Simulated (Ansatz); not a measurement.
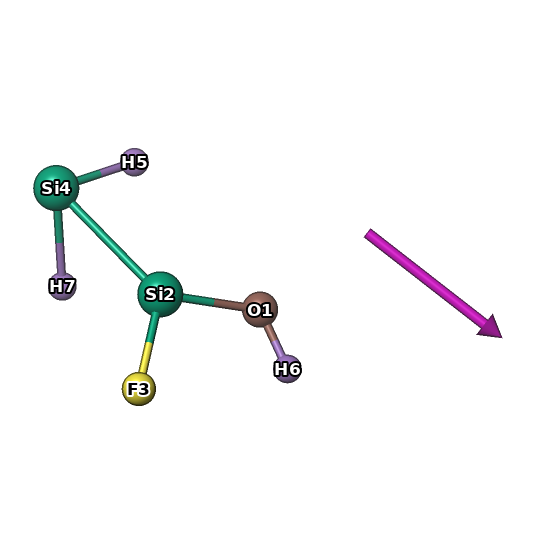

The arrow beside the molecule shows the direction of the dipole moment, from the negative to the positive end (its length means nothing). The computed structure is the end point of a PBE0-D4/def2-TZVP optimisation. No frequency run is at hand to confirm it as a minimum. Method: RKS PBE0-D4/def2-TZVP (Ansatz 0.2.0).

Question: Estimate the dipole moment.

Answer: 1.99 D; it points from the side of Si4 to the side of H6 (the outermost atoms at the two ends).
